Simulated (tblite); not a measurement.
## Geometry relaxation, with input and output: C$_{6}$H$_{12}$Ge (part 1 of 2)

The run: geometry relaxation of C$_{6}$H$_{12}$Ge. Method and program: GFN2-xTB geometry optimisation, gas phase (tblite 0.8.0).

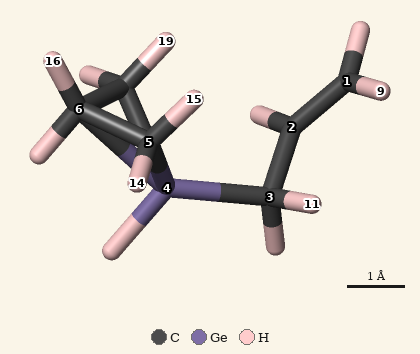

Figure 1. The structure as given in the input (stick view, seen at a tilt; atoms are numbered from 1 in the order of the input). Sticks mark near contacts.

Summary:

```csv
quantity,value
outcome,converged
total energy,−566.2688 eV
hardware,"1 CPU thread, shared host"
wall time,1.6 s
peak memory,0.18 GiB
```

The input:
```
{"job": {"kind": "relax", "xc": "GFN2-xTB", "basis": "xTB"}, "charge": 0, "multiplicity": 1}
C     -2.613700     1.135600    -0.690200
C     -2.106000     0.211100     0.092600
C     -1.439100    -1.035800    -0.408600
Ge     0.378700    -1.066400     0.182000
C      1.682000    -0.262300    -0.977400
C      2.412200     0.168200     0.247700
C      1.094000     0.615100     0.835500
H     -3.088300     2.041900    -0.258000
H     -2.600200     1.051400    -1.785600
H     -2.152600     0.345200     1.197800
H     -1.592200    -1.064000    -1.502600
H     -1.991000    -1.900000     0.028000
H      0.824100    -2.293300     1.005300
H      2.278800    -0.989600    -1.598500
H      1.270200     0.581400    -1.610200
H      3.163000     0.968900     0.137300
H      2.760100    -0.727000     0.805300
H      1.088600     0.732500     1.939200
H      0.621800     1.496400     0.368100
```

The first line tells a small driver script what to run in tblite; the rest is the geometry in Å.

Launched with:
```bash
OMP_NUM_THREADS=1 python <driver script> task.json out
```

Output:
```
step      E/eV     max force
  0    -565.08056    4.446
  1    -565.51798    1.385
  2    -565.68193    1.452
  3    -565.83927    0.932
  4    -565.89935    0.519
  5    -565.94653    0.532
  6    -565.97947    0.520
  7    -566.01022    0.445
  8    -566.03433    0.429
  9    -566.05398    0.344
 10    -566.07078    0.411
 11    -566.08698    0.408
 12    -566.10599    0.380
 13    -566.12618    0.335
 14    -566.14018    0.217
 15    -566.14800    0.189
 16    -566.15407    0.171
 17    -566.16130    0.200
 18    -566.17109    0.319
 19    -566.18262    0.385
 20    -566.19246    0.279
 21    -566.19933    0.167
 22    -566.20438    0.138
 23    -566.20799    0.201
 24    -566.21091    0.170
 25    -566.21308    0.090
 26    -566.21466    0.093
 27    -566.21625    0.129
 28    -566.21800    0.135
 29    -566.21947    0.116
 30    -566.22038    0.075
 31    -566.22104    0.095
 32    -566.22182    0.129
 33    -566.22274    0.121
 34    -566.22359    0.076
 35    -566.22419    0.043
 36    -566.22461    0.049
 37    -566.22501    0.049
 38    -566.22542    0.045
 39    -566.22582    0.048
 40    -566.22623    0.059
 41    -566.22676    0.073
 42    -566.22737    0.062
 43    -566.22794    0.055
 44    -566.22837    0.046
 45    -566.22872    0.050
 46    -566.22905    0.053
 47    -566.22935    0.040
 48    -566.22961    0.037
 49    -566.22990    0.043
 50    -566.23034    0.059
 51    -566.23096    0.073
 52    -566.23160    0.059
 53    -566.23201    0.044
 54    -566.23220    0.035
 55    -566.23235    0.034
 56    -566.23255    0.038
 57    -566.23276    0.026
 58    -566.23288    0.027
 59    -566.23300    0.028
 60    -566.23312    0.030
 61    -566.23327    0.033
 62    -566.23339    0.026
 63    -566.23349    0.030
 64    -566.23359    0.031
 65    -566.23374    0.035
 66    -566.23392    0.033
 67    -566.23409    0.036
 68    -566.23422    0.033
 69    -566.23433    0.032
 70    -566.23443    0.033
 71    -566.23452    0.019
 72    -566.23459    0.018
 73    -566.23467    0.031
 74    -566.23479    0.049
 75    -566.23497    0.057
 76    -566.23520    0.044
 77    -566.23542    0.039
 78    -566.23565    0.043
 79    -566.23595    0.074
 80    -566.23639    0.095
 81    -566.23699    0.090
 82    -566.23762    0.058
 83    -566.23827    0.060
 84    -566.23901    0.097
 85    -566.23991    0.124
 86    -566.24097    0.111
 87    -566.24184    0.097
 88    -566.24243    0.087
 89    -566.24310    0.053
 90    -566.24390    0.063
 91    -566.24448    0.063
 92    -566.24513    0.050
 93    -566.24550    0.047
 94    -566.24577    0.035
 95    -566.24605    0.030
 96    -566.24633    0.037
 97    -566.24649    0.030
 98    -566.24662    0.026
 99    -566.24673    0.021
100    -566.24684    0.031
101    -566.24695    0.031
102    -566.24708    0.027
103    -566.24720    0.023
104    -566.24729    0.020
105    -566.24736    0.019
106    -566.24744    0.020
107    -566.24756    0.025
108    -566.24772    0.028
109    -566.24788    0.030
110    -566.24803    0.032
111    -566.24820    0.037
112    -566.24846    0.040
113    -566.24878    0.043
114    -566.24911    0.037
115    -566.24943    0.042
116    -566.24987    0.044
117    -566.25055    0.084
118    -566.25161    0.123
119    -566.25269    0.109
120    -566.25370    0.090
121    -566.25464    0.083
122    -566.25665    0.103
123    -566.25809    0.088
124    -566.25943    0.142
125    -566.26065    0.079
126    -566.26130    0.063
127    -566.26208    0.066
128    -566.26318    0.084
129    -566.26363    0.117
130    -566.26474    0.056
131    -566.26521    0.034
132    -566.26560    0.049
133    -566.26590    0.061
134    -566.26623    0.048
135    -566.26652    0.044
136    -566.26665    0.024
137    -566.26676    0.020
138    -566.26685    0.023
139    -566.26692    0.018
140    -566.26699    0.017
141    -566.26705    0.019
142    -566.26711    0.015
143    -566.26716    0.016
144    -566.26722    0.016
145    -566.26727    0.018
146    -566.26733    0.023
147    -566.26739    0.024
148    -566.26745    0.018
149    -566.26750    0.014
150    -566.26754    0.012
151    -566.26757    0.014
152    -566.26760    0.015
153    -566.26763    0.013
154    -566.26766    0.016
155    -566.26769    0.015
156    -566.26773    0.020
157    -566.26778    0.018
158    -566.26786    0.019
159    -566.26796    0.027
160    -566.26806    0.030
161    -566.26814    0.026
162    -566.26821    0.017
163    -566.26826    0.012
164    -566.26830    0.014
165    -566.26835    0.019
166    -566.26840    0.021
167    -566.26845    0.019
168    -566.26850    0.013
169    -566.26855    0.017
170    -566.26861    0.021
171    -566.26867    0.019
172    -566.26872    0.012
173    -566.26875    0.011
174    -566.26877    0.009
```

Trajectory as extended XYZ (Å, eV, eV/Å), 12 of the 175 frames kept, from step=0 to step=174:
```
19
Properties=species:S:1:pos:R:3:forces:R:3 step=0 energy=-565.08056
C    -2.6137    1.1356   -0.6902   -0.5390   1.0230  -0.2880
C    -2.1060    0.2111    0.0926    0.1160  -0.2460   0.8470
C    -1.4391   -1.0358   -0.4086   -2.4390  -0.2970  -0.2140
Ge    0.3787   -1.0664    0.1820   -0.3840  -0.4360   0.2370
C     1.6820   -0.2623   -0.9774    1.7340  -2.0160  -3.5630
C     2.4122    0.1682    0.2477   -0.1720   1.3530   0.1200
C     1.0940    0.6151    0.8355   -0.6570   0.6080   3.5520
H    -3.0883    2.0419   -0.2580    0.3950  -0.7680  -0.5270
H    -2.6002    1.0514   -1.7856   -0.0190   0.0980   0.6830
H    -2.1526    0.3452    1.1978    0.0980  -0.2050  -0.8930
H    -1.5922   -1.0640   -1.5026    0.3180  -0.1640   0.4530
H    -1.9910   -1.9000    0.0280    0.2780   0.3880  -0.3360
H     0.8241   -2.2933    1.0053   -0.0560   0.3250  -0.2970
H     2.2788   -0.9896   -1.5985   -0.2410   0.9880  -0.1910
H     1.2702    0.5814   -1.6102    0.6080  -1.0490   0.7100
H     3.1630    0.9689    0.1373   -0.0240  -0.5490   0.1050
H     2.7601   -0.7270    0.8053    0.3230   0.7950  -0.3140
H     1.0886    0.7325    1.9392    0.1970   0.6070  -0.3100
H     0.6218    1.4964    0.3681    0.4630  -0.4540   0.2260
19
Properties=species:S:1:pos:R:3:forces:R:3 step=16 energy=-566.15407
C    -2.6698    1.1820   -0.7011    0.0280  -0.0410   0.0320
C    -2.2502    0.1965    0.0771    0.0120   0.0510  -0.0570
C    -1.6447   -1.0693   -0.4150   -0.0730   0.1220   0.0280
Ge    0.3212   -1.0515    0.1499    0.0450   0.0450   0.0170
C     1.8175   -0.3896   -1.0209    0.0060   0.0200   0.0550
C     2.4222    0.2591    0.2251    0.0530  -0.0180  -0.0040
C     1.1429    0.5771    1.0009    0.0270  -0.0440  -0.0410
H    -3.0408    2.1114   -0.2961   -0.0460  -0.1180  -0.0410
H    -2.6656    1.0941   -1.7788    0.0600   0.0340   0.1080
H    -2.2863    0.2994    1.1584   -0.0010   0.0120  -0.1190
H    -1.7170   -1.1402   -1.5009    0.0670   0.0250   0.0560
H    -2.1518   -1.9337    0.0159    0.1550   0.0210   0.0680
H     0.7445   -2.3242    0.9021   -0.0830   0.0260  -0.0490
H     2.5060   -1.0114   -1.5855   -0.1020  -0.0680  -0.0470
H     1.4115    0.3910   -1.6638    0.0720  -0.0690  -0.1340
H     3.0817    1.1081    0.0353   -0.0960   0.0630  -0.0530
H     2.9988   -0.4855    0.7763    0.0480  -0.0240   0.0120
H     1.2955    0.7355    2.0652   -0.1310  -0.0440   0.0140
H     0.6746    1.4605    0.5634   -0.0410   0.0080   0.1550
19
Properties=species:S:1:pos:R:3:forces:R:3 step=32 energy=-566.22182
C    -2.6933    1.2074   -0.7183   -0.0030  -0.0260  -0.0140
C    -2.2890    0.2230    0.0664    0.0110   0.0320  -0.0010
C    -1.6382   -1.0255   -0.3987   -0.0210   0.0390   0.0090
Ge    0.3203   -1.0268    0.1257    0.0950  -0.0720   0.0490
C     1.8518   -0.4276   -1.0242   -0.0350  -0.0180  -0.0030
C     2.4263    0.3222    0.1871   -0.0030  -0.0120  -0.0100
C     1.1703    0.5296    1.0459   -0.0210  -0.0070   0.0090
H    -3.1478    2.1028   -0.3265    0.0270  -0.0410  -0.0090
H    -2.5996    1.1476   -1.7908   -0.0020   0.0050   0.0010
H    -2.3902    0.3120    1.1416   -0.0210   0.0000  -0.0070
H    -1.7273   -1.1457   -1.4767    0.0020   0.0320  -0.0030
H    -2.0799   -1.8944    0.0889   -0.0240   0.0150  -0.0160
H     0.6346   -2.3567    0.8189    0.0170   0.0080   0.0030
H     2.5329   -1.1468   -1.4715   -0.0050  -0.0010  -0.0220
H     1.5282    0.2676   -1.7959   -0.0150   0.0100  -0.0230
H     2.9461    1.2462   -0.0690    0.0010   0.0030  -0.0070
H     3.1246   -0.3250    0.7178    0.0310   0.0040  -0.0020
H     1.3552    0.5453    2.1162   -0.0060   0.0040   0.0340
H     0.6653    1.4542    0.7708   -0.0260   0.0230   0.0140
19
Properties=species:S:1:pos:R:3:forces:R:3 step=47 energy=-566.22935
C    -2.6862    1.2109   -0.7341    0.0000  -0.0040  -0.0080
C    -2.2812    0.2416    0.0678    0.0300  -0.0120   0.0070
C    -1.6196   -1.0050   -0.3858    0.0240  -0.0260  -0.0120
Ge    0.3348   -1.0621    0.1643    0.0000   0.0320   0.0020
C     1.8285   -0.4418   -1.0187   -0.0040   0.0080  -0.0130
C     2.4155    0.3321    0.1738   -0.0140   0.0110  -0.0030
C     1.1775    0.5037    1.0700    0.0000   0.0070   0.0100
H    -3.1612    2.1010   -0.3589    0.0080   0.0080   0.0040
H    -2.5717    1.1435   -1.8033    0.0090   0.0040  -0.0240
H    -2.4131    0.3362    1.1385    0.0090  -0.0110   0.0120
H    -1.6691   -1.0964   -1.4695   -0.0170  -0.0080  -0.0140
H    -2.0970   -1.8767    0.0611   -0.0060   0.0080   0.0010
H     0.6670   -2.3924    0.8397   -0.0250  -0.0290   0.0130
H     2.5165   -1.1484   -1.4784   -0.0210   0.0190   0.0040
H     1.4744    0.2417   -1.7899   -0.0050  -0.0180   0.0130
H     2.8931    1.2728   -0.1039   -0.0030   0.0000   0.0000
H     3.1565   -0.2838    0.6848   -0.0110   0.0010  -0.0100
H     1.3869    0.5163    2.1369    0.0100   0.0160  -0.0150
H     0.6387    1.4161    0.8131    0.0170  -0.0050   0.0320
19
Properties=species:S:1:pos:R:3:forces:R:3 step=63 energy=-566.23349
C    -2.6568    1.2103   -0.7524    0.0160   0.0120   0.0020
C    -2.2589    0.2426    0.0550   -0.0110  -0.0090  -0.0070
C    -1.6042   -1.0104   -0.3906    0.0100  -0.0050   0.0050
Ge    0.3331   -1.0763    0.2022    0.0060   0.0000  -0.0080
C     1.7922   -0.4416   -1.0107    0.0030   0.0040  -0.0100
C     2.3971    0.3524    0.1592   -0.0080  -0.0090   0.0040
C     1.1875    0.4936    1.0991   -0.0010   0.0010   0.0020
H    -3.1254    2.1046   -0.3790    0.0030   0.0160  -0.0070
H    -2.5376    1.1418   -1.8216    0.0000  -0.0060  -0.0010
H    -2.3928    0.3421    1.1256    0.0010  -0.0100  -0.0080
H    -1.6313   -1.0977   -1.4761   -0.0140  -0.0010   0.0110
H    -2.1034   -1.8773    0.0417    0.0000   0.0070   0.0070
H     0.6321   -2.4206    0.8694    0.0150  -0.0030   0.0070
H     2.4819   -1.1337   -1.4875   -0.0010   0.0030  -0.0010
H     1.3987    0.2270   -1.7754    0.0020   0.0070  -0.0020
H     2.8440    1.3036   -0.1358   -0.0260  -0.0140   0.0070
H     3.1689   -0.2454    0.6453    0.0000   0.0080  -0.0020
H     1.4384    0.4917    2.1570   -0.0050  -0.0020  -0.0030
H     0.6266    1.4024    0.8824    0.0090   0.0020   0.0040
19
Properties=species:S:1:pos:R:3:forces:R:3 step=79 energy=-566.23595
C    -2.5928    1.2174   -0.7758    0.0030   0.0080  -0.0060
C    -2.2419    0.2430    0.0448    0.0000   0.0100   0.0040
C    -1.6122   -1.0300   -0.3780   -0.0030   0.0030   0.0200
Ge    0.3295   -1.0900    0.2100   -0.0510  -0.0530  -0.0070
C     1.7607   -0.4282   -1.0153   -0.0110  -0.0030   0.0050
C     2.3676    0.3750    0.1483   -0.0040  -0.0070  -0.0090
C     1.1803    0.4684    1.1238    0.0150   0.0040  -0.0170
H    -3.0424    2.1276   -0.4174    0.0070   0.0150  -0.0130
H    -2.4553    1.1349   -1.8416   -0.0060   0.0060  -0.0090
H    -2.3898    0.3552    1.1119   -0.0090  -0.0080   0.0090
H    -1.6521   -1.1406   -1.4614    0.0270  -0.0030   0.0270
H    -2.1239   -1.8767    0.0779    0.0180  -0.0140   0.0140
H     0.6549   -2.4290    0.8747   -0.0070  -0.0250  -0.0150
H     2.4519   -1.1125   -1.5000    0.0230   0.0120  -0.0090
H     1.3459    0.2323   -1.7748    0.0080   0.0210  -0.0180
H     2.7617    1.3470   -0.1502    0.0180   0.0010  -0.0030
H     3.1792   -0.1939    0.6025   -0.0120   0.0100   0.0110
H     1.4601    0.4297    2.1733   -0.0010   0.0090   0.0070
H     0.6088    1.3796    0.9551   -0.0160   0.0150   0.0080
```
